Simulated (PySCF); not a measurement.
**ZrH2: relaxation and vibrations of the triplet**

The task is one start of a wider search on ZrH2: the triplet, from a PBE0 minimum start. It is relaxed, tested by its Hessian and followed downhill if it is a saddle.

Computed with PySCF 2.14.0. Level: PBE0, basis Zr def2-TZVP with ECP28, H def2-TZVP, scalar-relativistic core potentials, no spin–orbit coupling, density fitting.

## (1) The system as given

3 atoms, charge 0, spin multiplicity 3.

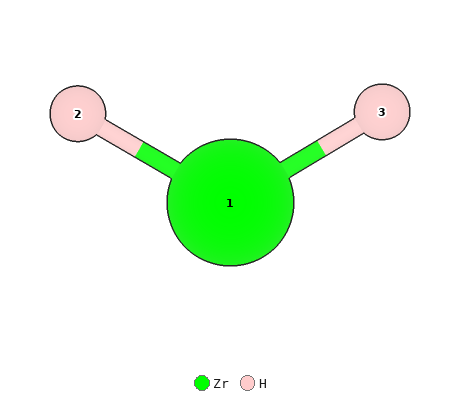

As it starts; zirconium green, hydrogen pink; atoms are numbered from 1 in the order of the file.

Z-matrix (Å, degrees; charge 0 multiplicity 3):
```
Zr
H  1 1.8599
H  1 1.8599 2 118.93
```

## (2) Finding the electronic state

The steps below are one call of a driver around PySCF. For each, scf.py gives the equivalent set-up of the SCF; relaxations use the driver's own optimiser. After this first run the driver tries any further starts and a stability analysis.

Contents of scf.py:

```python
from pyscf import gto, scf, dft
mol = gto.M(atom='''
Zr     0.000000     0.000000    -0.020722
H      1.601986    -0.000000     0.924290
H     -1.601986     0.000000     0.924290''',
    basis={'Zr': 'def2-TZVP', 'H': 'def2-TZVP'},
    ecp={'Zr': 'def2-TZVP'},
    charge=0, spin=2)
mf = dft.UKS(mol, xc='PBE0')
mf.grids.atom_grid = (50, 194)
aux = {'Zr': 'def2-universal-JKFIT', 'H': 'def2-universal-JKFIT'}
mf = mf.density_fit(auxbasis=aux)
mf.conv_tol = 1e-08
mf.diis_space = 10
mf.max_cycle = 60
mf.init_guess = 'minao'
mf.verbose = 4
mf.kernel()
```

On the command line:

```
$ OMP_NUM_THREADS=2 python axn.py task.json out
```

The program printed:

```text
init E= -42.5014925932815
[... the frontier-level lines of each cycle are left out ...]
cycle= 1 E= -47.685047873453  delta_E= -5.18  |g|= 0.788  |ddm|= 2.92
cycle= 2 E= -47.3145702768941  delta_E= 0.37  |g|= 0.898  |ddm|=  2.6
cycle= 3 E= -48.0504509361093  delta_E= -0.736  |g|= 0.17  |ddm|= 2.25
cycle= 4 E= -48.0769931525359  delta_E= -0.0265  |g|= 0.0354  |ddm|= 0.291
cycle= 5 E= -48.0775830846126  delta_E= -0.00059  |g|= 0.0195  |ddm|= 0.0439
cycle= 6 E= -48.0778540858191  delta_E= -0.000271  |g|= 0.00748  |ddm|= 0.0306
cycle= 7 E= -48.0779590510327  delta_E= -0.000105  |g|= 0.00253  |ddm|= 0.0288
cycle= 8 E= -48.0780239715929  delta_E= -6.49e-05  |g|= 0.0021  |ddm|= 0.0238
cycle= 9 E= -48.0780568186964  delta_E= -3.28e-05  |g|= 0.00218  |ddm|= 0.0119
cycle= 10 E= -48.0780657539669  delta_E= -8.94e-06  |g|= 0.00219  |ddm|= 0.00319
cycle= 11 E= -48.0769777865422  delta_E= 0.00109  |g|= 0.021  |ddm|= 0.397
cycle= 12 E= -48.0770446028089  delta_E= -6.68e-05  |g|= 0.019  |ddm|= 0.0202
cycle= 13 E= -48.0771591963472  delta_E= -0.000115  |g|= 0.0153  |ddm|= 0.0335
cycle= 14 E= -48.0772779248692  delta_E= -0.000119  |g|= 0.0109  |ddm|= 0.035
cycle= 15 E= -48.0772880060352  delta_E= -1.01e-05  |g|= 0.00207  |ddm|= 0.073
cycle= 16 E= -48.0772563201498  delta_E= 3.17e-05  |g|= 0.00396  |ddm|= 0.0721
cycle= 17 E= -48.0772633720732  delta_E= -7.05e-06  |g|= 0.00245  |ddm|= 0.00477
cycle= 18 E= -48.077267772763  delta_E= -4.4e-06  |g|= 6.98e-05  |ddm|= 0.00836
cycle= 19 E= -48.0772677375816  delta_E= 3.52e-08  |g|= 0.000184  |ddm|= 0.00202
cycle= 20 E= -48.0772677602767  delta_E= -2.27e-08  |g|= 3.8e-05  |ddm|= 0.00032
cycle= 21 E= -48.0772677608641  delta_E= -5.87e-10  |g|= 2.21e-06  |ddm|= 0.000252
Extra cycle  E= -48.0772677608738  delta_E= -9.71e-12  |g|= 1.75e-06  |ddm|= 7.54e-06
converged SCF energy = -48.0772677608738  <S^2> = 2.0108649  2S+1 = 3.0072346
```

This step, with its further starts and checks, ran for 5.7 s (2 threads of AMD EPYC 7R43 (Zen 3), shared host).

The starts that the driver tried:

| start | energy (Eh) |
| --- | --- |
| the minimal-basis guess | -48.077268 |
| a thermally smeared density | -48.100101 |
| a smeared PBE density | -48.100101 |

This is not the lowest solution: one lies 59.9 kJ/mol lower, at -48.10010 Eh, and the relaxation starts from that.

## (3) Relaxing the triplet from the PBE0 minimum start

The program finds C2v symmetry in the start, which this walk keeps. The walk stops when the largest gradient is under 0.0003 Eh/bohr and the energy has settled too.

scf.py: that of step 2 with these lines changed.

```diff
@@ -4 +4 @@
-H      1.601986    -0.000000     0.924290
+H      1.601986     0.000000     0.924290
@@ -16 +15,0 @@
-mf.init_guess = 'minao'
```

Energy and gradient, step by step:

| step | energy (Eh) | change (kJ/mol) | largest symmetric gradient (Eh/bohr) |
| --- | --- | --- | --- |
| 0 | -48.100101 | 0.00 | 0.00006 |

The walk took 0.6 s.

Geometry (Å) and forces (eV/Å) at some steps:

```
step 0
Zr   0.000   0.000  -0.021   0.000   0.000   0.003
H    1.602   0.000   0.924  -0.002   0.000  -0.001
H   -1.602   0.000   0.924   0.002   0.000  -0.001
```

After 0 steps and 0.0 kJ/mol it ends at C2v: Zr–H 1.860 Å (×2); H–Zr–H 118.9°.

## (4) Frequencies

The point is checked on the finer grid, and tightened if its gradient asks for it. The Hessian and the dipole derivatives come from central differences of analytic gradients, with steps of 0.02 bohr.

scf.py: that of step 3 with these lines changed.

```diff
@@ -10 +10 @@
-mf.grids.atom_grid = (50, 194)
+mf.grids.atom_grid = (75, 302)
@@ -13 +13 @@
-mf.conv_tol = 1e-08
+mf.conv_tol = 1e-10
```

The driver hands on the density of the step before, so the log starts near convergence.

SCF at the final geometry:

```text
init E= -48.1001343801234
[... the frontier-level lines of each cycle are left out ...]
cycle= 1 E= -48.1001343801248  delta_E= -1.34e-12  |g|= 6.25e-07  |ddm|= 2.64e-06
Extra cycle  E= -48.1001343801255  delta_E= -6.89e-13  |g|= 6.23e-07  |ddm|= 2.21e-06
converged SCF energy = -48.1001343801255  <S^2> = 2.006703  2S+1 = 3.0044653
```

The whole step took 12 s.

Geometry: C2v; Zr–H 1.860 Å (×2); H–Zr–H 118.9°.

Harmonic modes (main isotopes):

```csv
symmetry,ω (cm⁻¹),IR (km/mol),type
a1,598,66.5,bend
b2,1618,614,stretch
a1,1641,197,stretch
```

No imaginary mode, so this is a minimum.

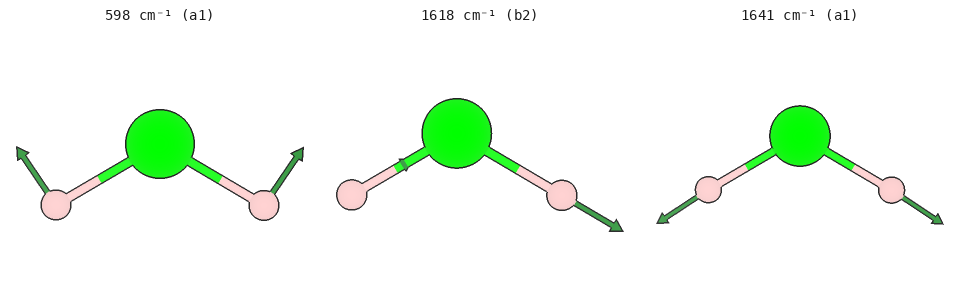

How the atoms move in 3 of the modes.

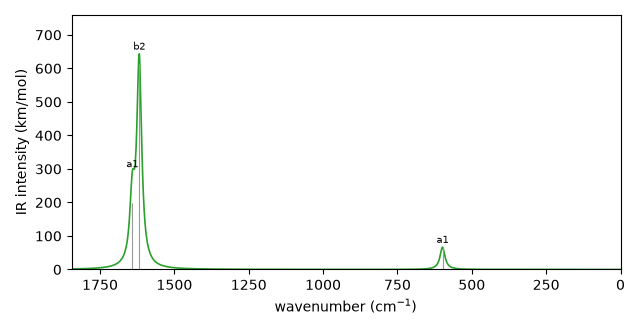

The harmonic infrared spectrum (widths in cm⁻¹). Lines are broadened to a width of 20 cm⁻¹ (Lorentzian).

Properties at this point:

```
Dipole moment                                                   : 2.58 D
Highest occupied level                                          : -5.10 eV
Lowest empty level                                              : -2.04 eV
Rotational constants                                            : 9.575, 3.259, 2.431 cm⁻¹
Zero-point energy                                               : 23.1 kJ/mol
Principal polarisabilities                                      : 60.4, 87.9, 91.7 bohr³
Atomisation energy without zero-point energy                    : 567 kJ/mol
Principal traceless quadrupole moments about the centre of mass : -4.54, 0.86, 3.68 D Å
Entropy at 298.15 K and 1 bar (electronic part: spin only)      : 236.3 J/(mol K)
Heat capacity Cp at 298.15 K                                    : 38.0 J/(mol K)
Enthalpy at 298.15 K above 0 K                                  : 10.35 kJ/mol
Rotational symmetry number                                      : 2
Spin squared ⟨S²⟩                                               : 2.007
```

Charges (e) and bond orders:

```json
{"atom": "Zr1", "Mulliken": "0.39", "Löwdin": "0.30", "polar tensor": "0.78", "spin (Mulliken)": "2.10", "Mayer order to Zr1": "–"}
{"atom": "H2,3", "Mulliken": "-0.20", "Löwdin": "-0.15", "polar tensor": "-0.39", "spin (Mulliken)": "-0.05", "Mayer order to Zr1": "0.96"}
```

Mulliken populations on Zr1 (outside its core potential): s 2.92, p 6.27, d 2.40, f 0.01.

## (5) What came out

| quantity | value |
| --- | --- |
| minimum | triplet, C2v |
| geometry | Zr–H 1.860 Å (×2); H–Zr–H 118.9° |
| wavenumbers (cm⁻¹) | 598 (a1), 1618 (b2), 1641 (a1) |
| dipole moment | 2.58 D |
| highest occupied, lowest empty level (either spin) | -5.10, -2.04 eV |
| polar-tensor charge of Zr1 | +0.78 e |
| zero-point energy | 23.1 kJ/mol |
| entropy at 298.15 K | 236.3 J/(mol K) |
| atomisation energy (no zero-point energy) | 567 kJ/mol |
| ⟨S²⟩ | 2.007 |

What this shows: The molecule stays C2v, as typed, and the end point is a minimum. The strongest infrared band lies at 1618 cm⁻¹ (b2, stretch). Most of the spin sits on Zr1 (Mulliken spin 2.10, against 2 for the whole molecule). The first SCF alone would have been 60 kJ/mol too high. Only this shape and spin were tried, so other structures or states may lie lower. Open d and f shells are described by one determinant, and the ground state may have another occupation or spin.

The search up to here took 19 s.
